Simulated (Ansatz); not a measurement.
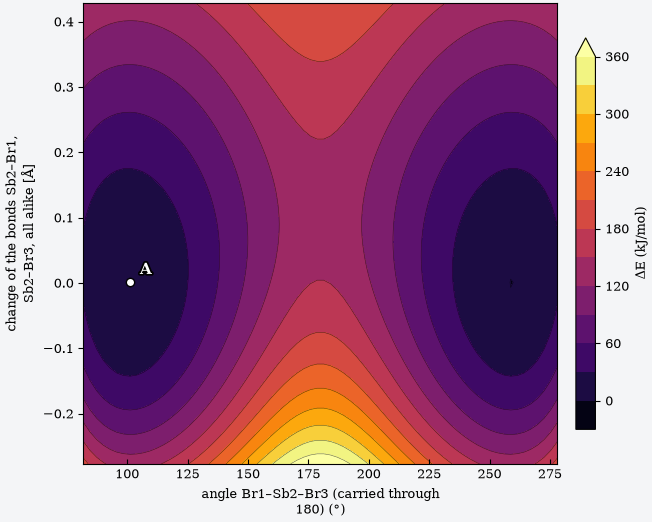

Br₂Sb, SMILES [Br][Sb][Br], spin multiplicity 2. First axis: angle Br1–Sb2–Br3 (carried through 180). Second axis: change of the bonds Sb2–Br1, Sb2–Br3, all alike. Nothing is relaxed (all other coordinates rigid). The scan uses a 13 × 13 grid; 91 points were computed and 78 follow by symmetry. Points are written as (first, second). All energies are given in kJ/mol relative to the relaxed molecule at the same level. All numbers below come from UKS PBE0-D4/def2-SVP in Ansatz 0.2.0.

In the figure: filled contours, one colour for all values above the top of the scale, the point A. Between grid points the surface is interpolated.

What is the easiest way out of the well at A, and how high is the barrier?

Answer. The easiest path leads from the well at about (100°, 0.00 Å) to a well of about the same depth at about (260°, 0.00 Å). Its highest point lies about 139 kJ/mol above the bottom of the first well on the interpolated surface, at about (180°, 0.11 Å). The start is the relaxed structure and all else is held, so a fully relaxed path at this level can only be lower.

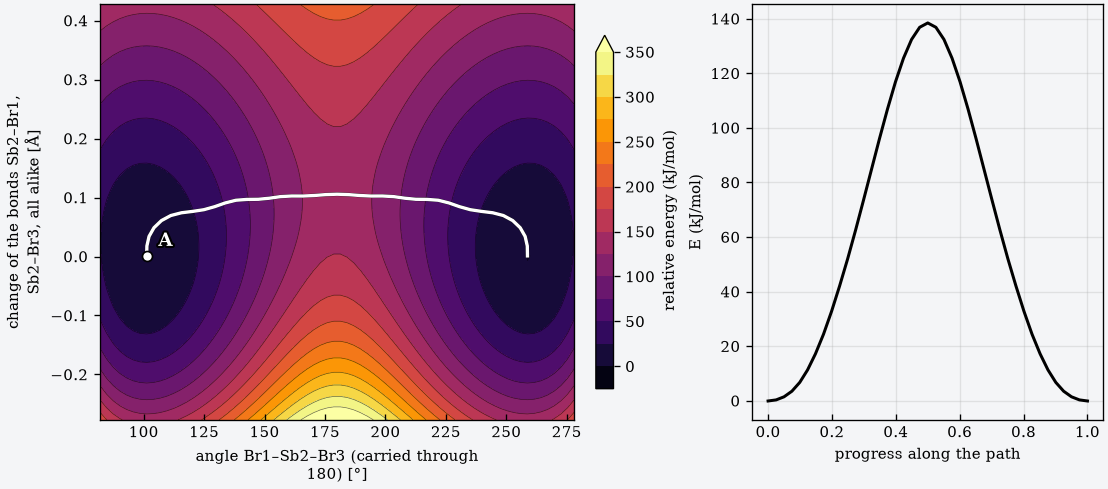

Drawn: filled contours, a line along the lowest path, one colour for all values above the top of the scale, the energy along the path at the right. Between grid points the surface is interpolated.
